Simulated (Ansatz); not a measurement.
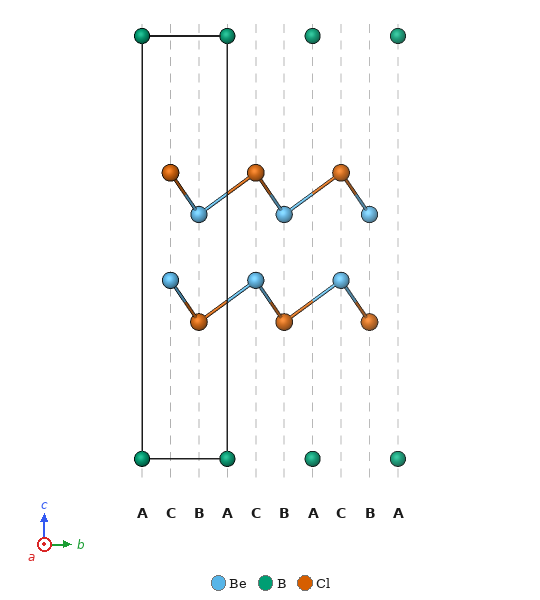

Projection along an edge of the hexagonal mesh, stacking direction c upwards. The dashed lines mark the three columns A (0, 0), B (1/3, 2/3) and C (2/3, 1/3). The sequence starts with the first layer at or above the cell's origin.

Be₂BCl₂ (space group P-3m1, No. 164). Coordinates: coordinates from a relaxation with Ansatz 0.2.0, DFT PBE, scalar-relativistic, plane waves, PAW; the starting structure was generated, so it need not be a known form of this composition.

### Give the sequence of layers in one repeat, with element and column.

B(A) – Cl(B) – Be(C) – Be(B) – Cl(C) (five layers in 12.87 Å).
